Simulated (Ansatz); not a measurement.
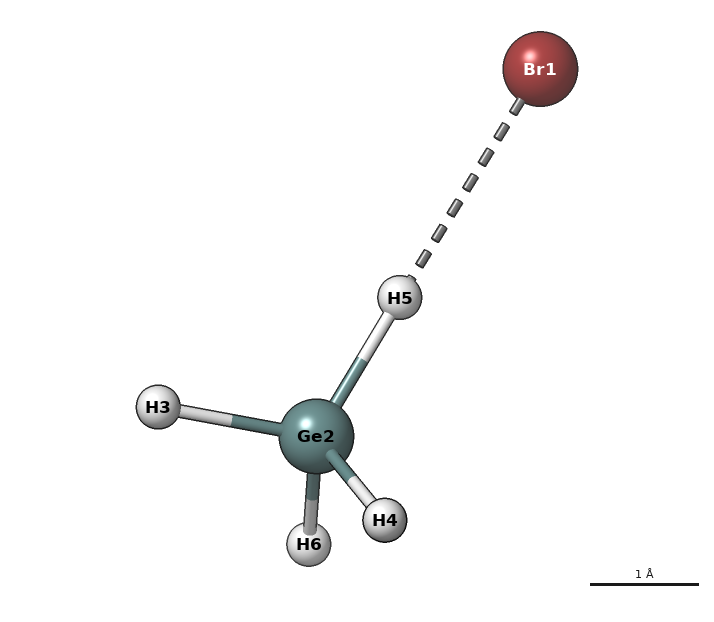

Two molecules or ions; the broken line marks their closest contact (measured against van der Waals radii). The species has charge −1 and is a spin singlet. Computed geometry: PBE0-D4/def2-TZVPD optimisation. Program: Ansatz 0.2.0.

> Which two species are they?

Br and GeH4 (`[Br-].[GeH4]`).

> How long is the contact?

Br1···H5 is 2.56 Å.

Give the counterpoise-corrected interaction energy (kJ/mol, monomers kept as in the pair) with CCSD(T)/CBS (MP2 limit from def2-TZVPPD and def2-QZVPPD plus CCSD(T) − MP2); RHF-CCSD(T) (frozen core)/def2-TZVPPD; ωB97M-V/def2-TZVPPD; RHF-CCSD(T) (frozen core)/def2-SVP; SPW92 (LDA)/def2-SVP.

| level | interaction energy (kJ/mol) |
| --- | --- |
| CCSD(T)/CBS (MP2 limit from def2-TZVPPD and def2-QZVPPD plus CCSD(T) − MP2) | −20.0 |
| RHF-CCSD(T) (frozen core)/def2-TZVPPD | −15.2 |
| ωB97M-V/def2-TZVPPD | −17.9 |
| RHF-CCSD(T) (frozen core)/def2-SVP | −11.1 |
| SPW92 (LDA)/def2-SVP | −44.0 |
